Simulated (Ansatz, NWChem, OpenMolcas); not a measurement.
# InCl (SMILES [Cl][In]): the electronic atomisation energy, rung by rung

InCl has 2 atoms, charge 0, and is taken as a singlet. SMILES: `[Cl][In]`. The coordinates come from a PBE0-D4/def2-TZVP relaxation.

```xyz
2

Cl    0.0000    0.0000   -0.0139
In    0.0000    0.0000    2.3996
```

Each level gives the electronic atomisation energy (eV). The values are calculated. Electronic energies at fixed atoms, without zero-point motion or spin-orbit coupling.

```tsv
level	kind	program	value (eV)	CPU time (all runs)
revPBE/def2-TZVPPD (core potential)	GGA	OpenMolcas	4.50	30 s
TPSS/def2-TZVPPD (core potential)	meta-GGA	OpenMolcas	4.65	40 s
r2SCAN/def2-TZVPPD (core potential)	meta-GGA	Ansatz	4.68	36 s
PBE0/def2-TZVPPD (core potential)	global hybrid	OpenMolcas	4.58	30 s
wB97X/def2-TZVPPD (core potential)	range-separated hybrid	Ansatz	4.72	51 s
B2PLYP/def2-TZVPPD (core potential)	double hybrid	Ansatz	4.56	17 s
RPA@PBE0/def2-TZVPPD (core potential)	RPA	Ansatz	4.30	22 s
MP2/def2-TZVPPD (core potential)	perturbation theory	NWChem	4.72	2.1 min
CCSD/def2-TZVPPD (core potential)	coupled cluster or CI	Ansatz	4.38	16 s
FCI/STO-3G	full CI, core frozen	Ansatz	5.76	0.63 s
```

All-electron rows without a relativistic Hamiltonian named are non-relativistic, while core potentials hold scalar relativity, so basis and relativity change together. The values span 4.30 to 5.76 eV. High-level rows in very small sets aren't better than simpler rows in larger ones. In the correlated wave-function rows the outer d shell of In is correlated, in sets not made for it. CPU times are rough (shared hosts, several kinds of processor and program).

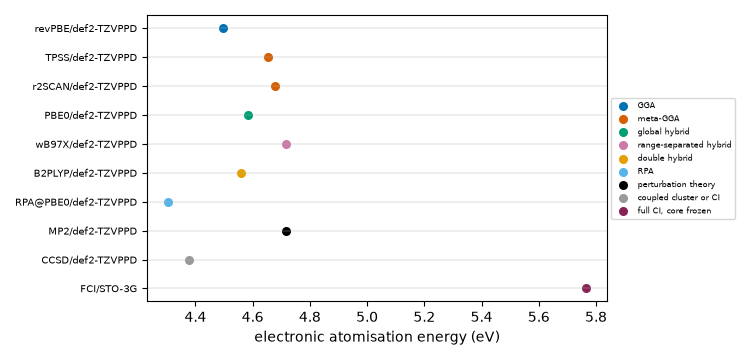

The values of the table, level by level.
